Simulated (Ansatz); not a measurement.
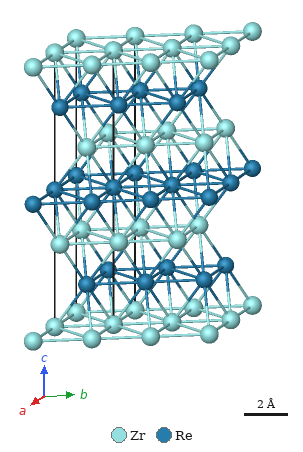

Starting structure of crystalline ZrRe (built on the CuPt (L1_1)_166 type) (coarse preliminary run). A ball-and-stick model of the conventional cell (3 times the calculation's cell), repeated 2 × 3 × 1 with one cell outlined, seen slightly off an axis. Lengths and directions refer to the drawn axes.

Case: CuPt (L1_1) type (R-3m, No. 166).

Theory: DFT PBE, scalar-relativistic, plane waves, PAW (Ansatz).

The input:
```yaml
crystal:
  lattice:
    - [1.3907930168, 0.8029747227, 4.4299333129]
    - [-1.3907930168, 0.8029747227, 4.4299333129]
    - [0.0, -1.6059494453, 4.4299333129]
  atoms:
    - { symbol: Zr, position: [0.0, 0.0, 0.0] }
    - { symbol: Re, position: [0.5, 0.5, 0.5] }
basis:
  ecutwfc: 420
kpoints:
  mp_grid: { grid: [6, 6, 6] }
hamiltonian:
  xc: pbe
scf:
  occupations: { method: gaussian, width: 0.1 }
  lower_state_search: "off"
output:
  forces: true
  stress: true
  eigenvalues: true
relax:
  adjacent_minimum: "off"
  f_tol: 0.04
  max_steps: 70
  cell: { stress_tol: 0.4 }
```

Run as
```bash
ansatz run input.yaml --threads 1 --pin off --max-ram 2560MiB --backend cpu --events-out ev --progress --plain --runs-dir out
```

### Predict the outcome.

The atoms keep their places relative to the cell (all moves are under 0.005 Å). Cell: a = b 2.782 → 3.145 Å (+13.1 %), c 13.290 → 12.831 Å (−3.4 %). Volume +23.4 %. Some distances before and after: Re2–Re2 2.782 → 3.145 Å, Zr1–Zr1 2.782 → 3.145 Å, Zr1–Re2 2.736 → 2.805 Å. The space group stays R-3m (No. 166). The energy falls by 594 meV per atom in 7 accepted moves (9 points after the start). All forces vanish by symmetry, so only the cell relaxes. The pressure goes from 54.74 to 0.07 GPa. At 2 points the geometry stayed and the basis and grid were re-selected for the new cell (energy shift of 5.8 meV per atom at most each time).

Final geometry:

```
Zr Re
1.0
     1.57245    0.90785    4.27714
    -1.57245    0.90785    4.27714
     0.00000   -1.81571    4.27714
Zr Re
1 1
Direct
  0.00000 0.00000 0.00000
  0.50000 0.50000 0.50000
```

The end point in the same view:

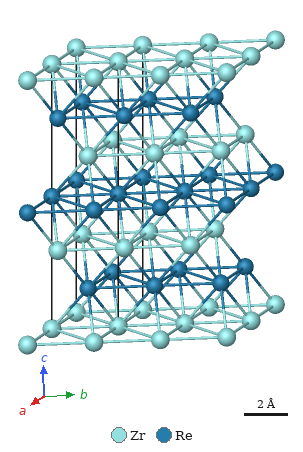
